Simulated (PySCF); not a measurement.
CH₃AlFI, SMILES [CH3][Al]([F])[I] at its PBE0/def2-SVP optimised geometry (Å):

```
7

Al    -0.4933     0.3183     0.0000
F     -1.3520     1.7439     0.0000
I     -1.8438    -1.7439    -0.0044
C      1.4400     0.3183     0.0000
H      1.8270    -0.1921    -0.8969
H      1.8300    -0.2291     0.8734
H      1.8438     1.3420     0.0199
```

Computed with PBE0/def2-TZVP, def2 effective core potentials past Kr (PySCF). The core electrons that the potentials of I replace are not part of the density.

Map of the electron localisation function on the plane z = 0.8 Å:

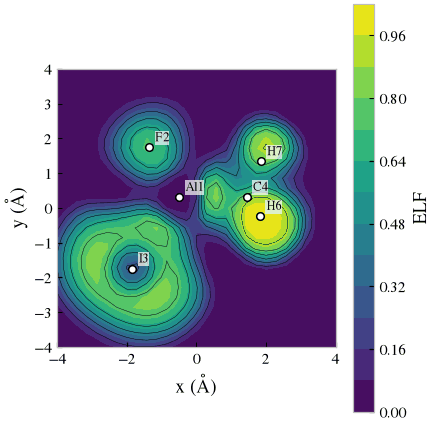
Figure. Electron localisation function on the plane z = 0.8 Å.
